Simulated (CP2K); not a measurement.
# CH4BFO2 (SMILES COB(O)F): PM3

Aim: the energy change on altering one bond length of CH4BFO2 at PM3, from 2 runs. 

Program for the calculation: CP2K 2026.2.

3 further runs of the same task are left out: 1 that didn't finish, 2 set aside as unsound or not needed.

### Step 1. The structure to begin with

CH4BFO2 has 9 atoms, charge 0, and is taken as a singlet. SMILES: `COB(O)F`. The coordinates come from a PBE0-D4/def2-TZVP relaxation. This is one conformer, not always the lowest.

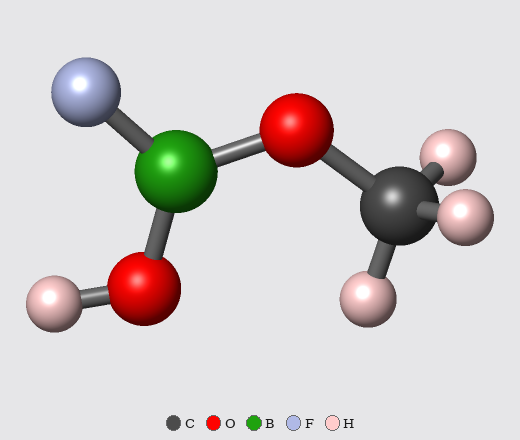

Viewed from a chosen angle; carbon dark grey, oxygen red, boron green, fluorine light blue, hydrogen pink.

### Step 2. A single-point energy at PM3

The input, run.inp:

```
&GLOBAL
    PROJECT run
    RUN_TYPE ENERGY
    PRINT_LEVEL MEDIUM
&END GLOBAL

&FORCE_EVAL
    METHOD QUICKSTEP
    &DFT
        &QS
            METHOD PM3
            EPS_DEFAULT 1.0E-10
            &SE
                &COULOMB
                    CUTOFF [angstrom] 50
                    RC_RANGE [angstrom] 0
                &END COULOMB
                &EXCHANGE
                    CUTOFF [angstrom] 50
                    RC_RANGE [angstrom] 0
                &END EXCHANGE
            &END SE
        &END QS
        # no periodic images
        &POISSON
            PERIODIC NONE
            POISSON_SOLVER ANALYTIC
        &END POISSON
        &SCF
            SCF_GUESS ATOMIC
            EPS_SCF 1.0E-06
            MAX_SCF 150
            ADDED_MOS 8
            &DIAGONALIZATION
                ALGORITHM STANDARD
            &END DIAGONALIZATION
            &MIXING
                METHOD DIRECT_P_MIXING
                ALPHA 0.4
            &END MIXING
        &END SCF
        &PRINT
            &MOMENTS
                PERIODIC F
                REFERENCE COM
                MAX_MOMENT 1
            &END MOMENTS
            &MO ON
                ENERGIES T
                OCCUPATION_NUMBERS T
                NDIGITS 6
                &EACH
                    QS_SCF 0
                &END EACH
                ADD_LAST NUMERIC
            &END MO
            &HIRSHFELD OFF
            &END HIRSHFELD
        &END PRINT
    &END DFT
    # atoms, cell and kinds
    &SUBSYS
        &CELL
            ABC 19.3 19 20
            PERIODIC NONE
        &END CELL
        &COORD
            C     -0.649300     0.491300    -1.085900
            O     -0.487000     0.689600     0.304600
            B      0.320400    -0.085100     1.049500
            O      1.040400    -1.114300     0.524700
            F      0.401500     0.187700     2.355300
            H     -1.701500     0.285200    -1.291400
            H     -0.040700    -0.337700    -1.451200
            H     -0.363100     1.407000    -1.606600
            H      1.567700    -1.570100     1.184000
        &END COORD
        &TOPOLOGY
            &CENTER_COORDINATES
            &END CENTER_COORDINATES
        &END TOPOLOGY
    &END SUBSYS
&END FORCE_EVAL
```

On the command line:

```
$ OMP_NUM_THREADS=1 cp2k.psmp run.inp > run.out
```

Output (excerpt; [...] marks lines left out):

```text
CP2K| version string:                                       CP2K version 2026.2
[...]
 GLOBAL| Method name                                                        CP2K
[...]
 GLOBAL| Run type                                                         ENERGY
[...]
                             - Atoms:                                          9
[...]
                             - Spherical basis functions:                     24
[...]
 Number of electrons:                                                         30
[...]
     1 P_Mix/Diag. 0.40E+00    0.0     0.81251417       -40.2862462698 -4.03E+01
[...]
    15 DIIS/Diag.  0.38E-06    0.0     0.00000099       -46.6875169374 -1.31E-11
  *** SCF run converged in    15 steps ***
  Core-core repulsion energy [eV]:                           2231.64460286630901
  Core Hamiltonian energy [eV]:                             -2116.65055959659685
  Two-electron integral energy [eV]:                        -2770.85197592398254
  Electronic energy [eV]:                                   -3502.07654755858857
  Total energy [eV]:                                        -1270.43194469227933
  Atomic reference energy [eV]:                              1260.15163400939741
  Heat of formation [kcal/mol]:                              -237.06961501236350
[...]
 SE_DIPOLE| Moment [Debye]         -0.54115436       0.96868038       1.08625248
 SE_DIPOLE| Derivative [a.u.]       0.00000000       0.00000000       0.00000000
 ENERGY| Total FORCE_EVAL ( QS ) energy [hartree]            -46.687516937371129
[...]
```

Run time: 2.1 s. Hardware: 1 thread of Intel Xeon at 2.50GHz (Skylake/Cascade Lake), shared host; peak memory 0.18 GiB.

### Step 3. The distorted shape at the same level

The input, calc.inp:

```
&GLOBAL
 PROJECT calc
 RUN_TYPE ENERGY
 PRINT_LEVEL MEDIUM
&END GLOBAL
&FORCE_EVAL
 METHOD Quickstep
 &DFT
  ! Quickstep
  &QS
   METHOD PM3
   EPS_DEFAULT 1.0E-10
   &SE
    &COULOMB
     CUTOFF [angstrom] 50
     RC_RANGE [angstrom] 0
    &END COULOMB
    &EXCHANGE
     CUTOFF [angstrom] 50
     RC_RANGE [angstrom] 0
    &END EXCHANGE
   &END SE
  &END QS
  &POISSON
   PERIODIC NONE
   POISSON_SOLVER ANALYTIC
  &END POISSON
  ! self-consistent field
  &SCF
   SCF_GUESS ATOMIC
   EPS_SCF 1.0E-06
   MAX_SCF 150
   ADDED_MOS 8
   &DIAGONALIZATION
    ALGORITHM STANDARD
   &END DIAGONALIZATION
   &MIXING
    METHOD DIRECT_P_MIXING
    ALPHA 0.4
   &END MIXING
  &END SCF
  &PRINT
   &MOMENTS
    PERIODIC F
    REFERENCE COM
    MAX_MOMENT 1
   &END MOMENTS
   &MO ON
    ENERGIES T
    OCCUPATION_NUMBERS T
    NDIGITS 6
    &EACH
     QS_SCF 0
    &END EACH
    ADD_LAST NUMERIC
   &END MO
   &HIRSHFELD OFF
   &END HIRSHFELD
  &END PRINT
 &END DFT
 &SUBSYS
  &CELL
   ABC 19.3 19 21
   PERIODIC NONE
  &END CELL
  &COORD
   C     -0.714179     0.273064    -2.130522
   O     -0.551879     0.471364    -0.740022
   B      0.255521    -0.303336     0.004878
   O      0.975521    -1.332536    -0.519922
   F      0.401500     0.187700     2.355300
   H     -1.766379     0.066964    -2.336022
   H     -0.105579    -0.555936    -2.495822
   H     -0.427979     1.188764    -2.651222
   H      1.502821    -1.788336     0.139378
  &END COORD
  &TOPOLOGY
   &CENTER_COORDINATES
   &END CENTER_COORDINATES
  &END TOPOLOGY
 &END SUBSYS
&END FORCE_EVAL
```

On the command line:

```
$ OMP_NUM_THREADS=1 cp2k.psmp calc.inp > calc.out
```

Output (excerpt; [...] marks lines left out):

```text
CP2K| version string:                                       CP2K version 2026.2
[...]
 GLOBAL| Method name                                                        CP2K
[...]
 GLOBAL| Run type                                                         ENERGY
[...]
                             - Atoms:                                          9
[...]
                             - Spherical basis functions:                     24
[...]
 Number of electrons:                                                         30
[...]
     1 P_Mix/Diag. 0.40E+00    0.0     0.81264041       -40.5517165676 -4.06E+01
[...]
    20 DIIS/Diag.  0.16E-06    0.0     0.00000028       -46.4884190382 -1.14E-12
  *** SCF run converged in    20 steps ***
  Core-core repulsion energy [eV]:                           2018.37180816994737
  Core Hamiltonian energy [eV]:                             -2135.39210434426832
  Two-electron integral energy [eV]:                        -2295.98783831977471
  Electronic energy [eV]:                                   -3283.38602350415567
  Total energy [eV]:                                        -1265.01421533420830
  Atomic reference energy [eV]:                              1260.15163400939741
  Heat of formation [kcal/mol]:                              -112.13379811163911
[...]
 SE_DIPOLE| Moment [Debye]         -0.15868335       1.99762676       6.33980509
 SE_DIPOLE| Derivative [a.u.]       0.00000000       0.00000000       0.00000000
 ENERGY| Total FORCE_EVAL ( QS ) energy [hartree]            -46.488419038248082
[...]
```

It took 2.4 s on 1 thread of Intel Xeon at 2.50GHz (Skylake/Cascade Lake), shared host; peak memory 0.19 GiB.

### Step 4. Results

At PM3:

```
                                                         quantity            value
                                        first shape: total energy     -46.68752 Eh
                                       first shape: dipole moment           1.55 D
                                         first shape: HOMO energy        -11.46 eV
                                         first shape: LUMO energy          0.48 eV
                                       first shape: HOMO–LUMO gap         11.95 eV
                                   first shape: heat of formation  -237.1 kcal/mol
                                    distorted shape: total energy     -46.48842 Eh
                                   distorted shape: dipole moment           6.65 D
                                     distorted shape: HOMO energy        -10.31 eV
                                     distorted shape: LUMO energy         -1.47 eV
                                   distorted shape: HOMO–LUMO gap          8.84 eV
                               distorted shape: heat of formation  -112.1 kcal/mol
energy change with the B3–F5 bond stretched from 1.336 to 2.406 Å         5.418 eV
```

What this shows: With the B3–F5 bond stretched from 1.336 to 2.406 Å the energy rises by 5.42 eV (125 kcal/mol). The first shape isn't relaxed at this level, so the change isn't measured from a minimum.
